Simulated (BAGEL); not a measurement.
# AlH3S (SMILES [AlH2][SH]) at B3LYP/def2-TZVP (density fitting with qzvpp-jkfit)

What is the energy change on altering one bond length of AlH3S at B3LYP/def2-TZVP (density fitting with qzvpp-jkfit)? 

Program for the calculation: BAGEL 1.2.2.

9 further runs of the same task are left out: 9 set aside as unsound or not needed. Runs told in other sessions of the task aren't counted.

## (1) The structure to begin with

AlH3S: 5 atoms, total charge 0, spin state singlet. SMILES: `[AlH2][SH]`. The shape is that of a PBE0-D4/def2-TZVP optimisation.

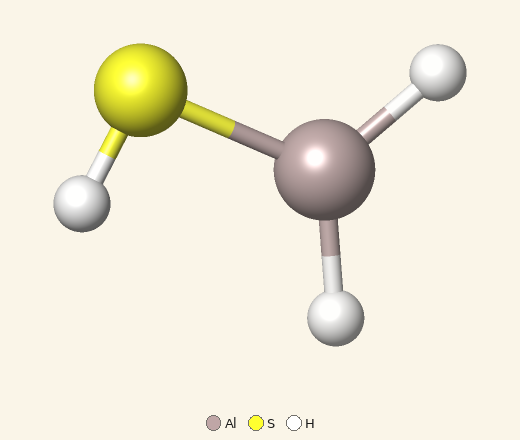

Viewed from a chosen angle; aluminium light grey, sulfur yellow, hydrogen white.

## (2) The energy at B3LYP/def2-TZVP (density fitting with qzvpp-jkfit)

job.json reads:

```json
{ "bagel" : [

{
  "title" : "molecule",
  "basis" : "def2-tzvp.json",
  "df_basis" : "qzvpp-jkfit",
  "angstrom" : "true",
  "geometry" : [
    { "atom" : "Al", "xyz" : [      -0.616100,      -0.064200,      -0.181700 ] },
    { "atom" : "S", "xyz" : [       1.129100,      -0.343100,       1.096600 ] },
    { "atom" : "H", "xyz" : [      -1.981700,      -0.650100,       0.351100 ] },
    { "atom" : "H", "xyz" : [      -0.441100,       0.696000,      -1.556400 ] },
    { "atom" : "H", "xyz" : [       1.959700,       0.287800,       0.249000 ] }
  ]
},

{
  "title" : "ks",
  "xc_func" : "b3lyp"
},

{
  "title" : "print",
  "file" : "orbitals.molden",
  "orbitals" : "true"
}

]}
```

The basis set def2-TZVP is read from a file made from the Basis Set Exchange's data (not shown).

Launch:

```console
$ BAGEL_NUM_THREADS=1 BAGEL job.json > job.out
```

The program printed:

```text
* using 1 threads per process

  ===============================================================
  ===============================================================

  *** Geometry ***

  { "atom" : "Al", "xyz" : [     -1.164260,     -0.121320,     -0.343363 ] },
  { "atom" : "S", "xyz" : [      2.133690,     -0.648365,      2.072274 ] },
  { "atom" : "H", "xyz" : [     -3.744870,     -1.228511,      0.663483 ] },
  { "atom" : "H", "xyz" : [     -0.833558,      1.315249,     -2.941170 ] },
  { "atom" : "H", "xyz" : [      3.703296,      0.543863,      0.470542 ] },

  Number of auxiliary basis functions:      310

  Since a DF basis is specified, we compute 2- and 3-index integrals:
    o Being stored without compression. Storage requirement is 0.021 GB

  Number of basis functions:       92
  Number of electrons      :       32

    * METHOD: MOLECULE                             0.12

  *** Kohn-Sham DFT ***

    * Removing 6817 points whose weight is below 1.00e-10
    * Grid points: 67713

  === Nuclear Repulsion ===
    73.8148997315

       - DIIS with orbital gradients will be used.

  === KS iteration (b3lyp / def2-tzvp.json) ===
      0       -563.82356603          0.28702581           0.24
      1       -479.81493077          0.18859766           0.25
      2       -465.12262023          0.21885916           0.24
      3       -630.24138151          0.16014117           0.25
      4       -626.42530004          0.14053057           0.24
      5       -628.63600528          0.12777566           0.25
      6       -631.67649986          0.11026177           0.25
      7       -626.02180204          0.09951002           0.24
      8       -641.73881941          0.04194926           0.24
      9       -642.30053930          0.02158187           0.24
     10       -642.46848164          0.01090972           0.25
     11       -642.51133098          0.00337219           0.24
     12       -642.51532372          0.00143668           0.24
     13       -642.51593881          0.00034073           0.24
     14       -642.51597360          0.00006361           0.24
     15       -642.51597500          0.00000599           0.24
     16       -642.51597501          0.00000310           0.25
     17       -642.51597501          0.00000093           0.24
     18       -642.51597501          0.00000013           0.24
     19       -642.51597501          0.00000007           0.24
     20       -642.51597501          0.00000003           0.24
     21       -642.51597501          0.00000001           0.24
    * SCF iteration converged.

    * Permanent dipole moment:
           (    0.004245,    -0.171431,     0.328511) a.u.

    * METHOD: KS                                   5.66

    * METHOD: PRINT                                0.02

  ===============================================================
```

Wall time 6 s (1 thread of Arm Neoverse V1, shared host); peak memory 0.3 GiB.

## (3) The distorted shape at the same level

dft.json reads:

```json
{ "bagel": [

{
  "title": "molecule",
  "basis": "def2-tzvp.json",
  "df_basis": "qzvpp-jkfit",
  "angstrom": true,
  "geometry": [
    { "atom": "Al", "xyz": [       1.022579,       0.638862,      -0.821044 ] },
    { "atom": "S", "xyz": [       2.767779,       0.359962,       0.457256 ] },
    { "atom": "H", "xyz": [      -1.981700,      -0.650100,       0.351100 ] },
    { "atom": "H", "xyz": [       1.197579,       1.399062,      -2.195744 ] },
    { "atom": "H", "xyz": [       3.598379,       0.990862,      -0.390344 ] }
  ]
},

{
  "title": "ks",
  "xc_func": "b3lyp"
},

{
  "title": "print",
  "file": "orbitals.molden",
  "orbitals": true
}

]}
```

The basis set def2-TZVP is read from a file made from the Basis Set Exchange's data (not shown).

Launch:

```console
$ BAGEL_NUM_THREADS=1 BAGEL dft.json > dft.out
```

The program printed:

```text
* using 1 threads per process

  ===============================================================
  ===============================================================

  *** Geometry ***

  { "atom" : "Al", "xyz" : [      1.932394,      1.207274,     -1.551548 ] },
  { "atom" : "S", "xyz" : [      5.230344,      0.680230,      0.864089 ] },
  { "atom" : "H", "xyz" : [     -3.744870,     -1.228511,      0.663483 ] },
  { "atom" : "H", "xyz" : [      2.263096,      2.643844,     -4.149355 ] },
  { "atom" : "H", "xyz" : [      6.799951,      1.872458,     -0.737643 ] },

  Number of auxiliary basis functions:      310

  Since a DF basis is specified, we compute 2- and 3-index integrals:
    o Being stored without compression. Storage requirement is 0.021 GB

  Number of basis functions:       92
  Number of electrons      :       32

    * METHOD: MOLECULE                             0.11

  *** Kohn-Sham DFT ***

    * Removing 6007 points whose weight is below 1.00e-10
    * Grid points: 68523

  === Nuclear Repulsion ===
    70.4330475124

       - DIIS with orbital gradients will be used.

  === KS iteration (b3lyp / def2-tzvp.json) ===
      0       -564.02509890          0.28579732           0.24
      1       -481.45112936          0.17484861           0.24
      2       -506.44556386          0.23960163           0.24
      3       -617.84423938          0.19302073           0.24
      4       -558.33524318          0.51514964           0.24
      5       -545.15245487          0.37835800           0.25
      6       -541.95328413          0.26331307           0.24
      7       -526.75798058          0.28132560           0.24
      8       -640.40160276          0.05377757           0.24
      9       -641.31306105          0.04070035           0.24
     10       -642.11692094          0.01962532           0.25
     11       -642.13081191          0.01161958           0.24
     12       -642.28295110          0.00767577           0.25
     13       -642.36781287          0.00137086           0.24
     14       -642.36740758          0.00110533           0.24
     15       -642.36807186          0.00075064           0.24
     16       -642.36792387          0.00084631           0.25
     17       -642.36831109          0.00056800           0.24
     18       -642.36859549          0.00014682           0.25
     19       -642.36860252          0.00004825           0.24
     20       -642.36860403          0.00000538           0.25
     21       -642.36860403          0.00000328           0.25
     22       -642.36860404          0.00000070           0.24
     23       -642.36860404          0.00000059           0.25
     24       -642.36860404          0.00000006           0.24
     25       -642.36860404          0.00000002           0.25
     26       -642.36860404          0.00000001           0.26
    * SCF iteration converged.

    * Permanent dipole moment:
           (   -1.203626,    -0.630221,     0.686533) a.u.

    * METHOD: KS                                   6.90

    * METHOD: PRINT                                0.02

  ===============================================================
```

Wall time 7.2 s (1 thread of Arm Neoverse V1, shared host); peak memory 0.3 GiB.

## (4) Outcome

At B3LYP/def2-TZVP (density fitting with qzvpp-jkfit):

```
                                                          quantity          value
                                         first shape: total energy  -642.51598 Eh
                                        first shape: dipole moment         0.94 D
                                          first shape: HOMO energy       -7.59 eV
                                          first shape: LUMO energy       -1.60 eV
                                        first shape: HOMO–LUMO gap        5.99 eV
                                     distorted shape: total energy  -642.36860 Eh
                                    distorted shape: dipole moment         3.87 D
                                      distorted shape: HOMO energy       -6.05 eV
                                      distorted shape: LUMO energy       -3.78 eV
                                    distorted shape: HOMO–LUMO gap        2.27 eV
energy change with the Al1–H3 bond stretched from 1.579 to 3.473 Å       4.010 eV
```

One bond (distorted shape) is far stretched, which a spin-restricted single reference describes badly; a broken-symmetry solution may lie lower. With the Al1–H3 bond stretched from 1.579 to 3.473 Å the energy rises by 4.01 eV (387 kJ/mol). The first shape isn't relaxed at this level, so the change isn't measured from a minimum. A restricted reference can't describe the breaking bond well at this length.
